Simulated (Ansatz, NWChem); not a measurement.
Predicting a hybrid from its neighbours: LiI (Lithium Iodide)

LiI: 2 atoms, total charge 0, spin state singlet. As SMILES, `[Li][I]`. Geometry: the measured bond length.

The HOMO–LUMO gap y, in eV, basis def2-TZVPPD with a core potential; a is the functional's share of exact exchange. Programs: Ansatz 0.2.0, NWChem 7.3.0.

| functional | program | a | y (eV) |
| --- | --- | --- | --- |
| r2SCAN | Ansatz | 0 | 4.29 |
| TPSS | NWChem | 0 | 3.44 |
| B3LYP | Ansatz | 0.2 | ? |
| PBE0 | Ansatz | 0.25 | 4.82 |
| r2SCAN0 | Ansatz | 0.25 | 5.45 |
| BHLYP | Ansatz | 0.5 | 5.95 |

**Question.** Fit y = c + s·a to the known rows and predict B3LYP.

**Answer.** 
1. Means of the 5 rows: a = 0.2000, y = 4.790.
2. Σ(Δa)² = 0.175, Σ(Δa·Δy) = 0.7525, so the slope is 0.7525/0.175 = 4.3.
3. Intercept: 4.790 − (4.3) × 0.2000 = 3.930. The largest residual of the fit is 0.49.
4. B3LYP: 3.930 + (4.3) × 0.2 = 4.79 eV.

The run gave 4.30 eV, so the prediction is off by +0.49 eV, within the scatter of the fit. Exact exchange lowers occupied levels and raises empty ones. The rows mix families of semi-local functionals, which the line can't see.

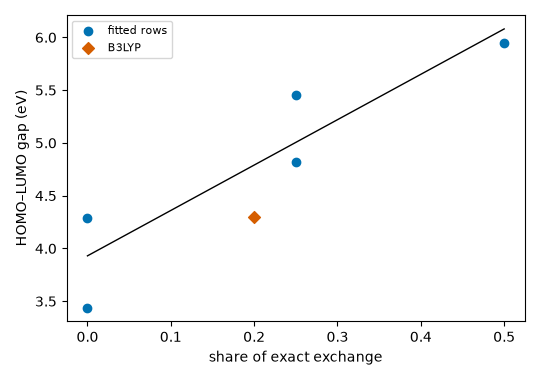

The fitted line, with the withheld row.
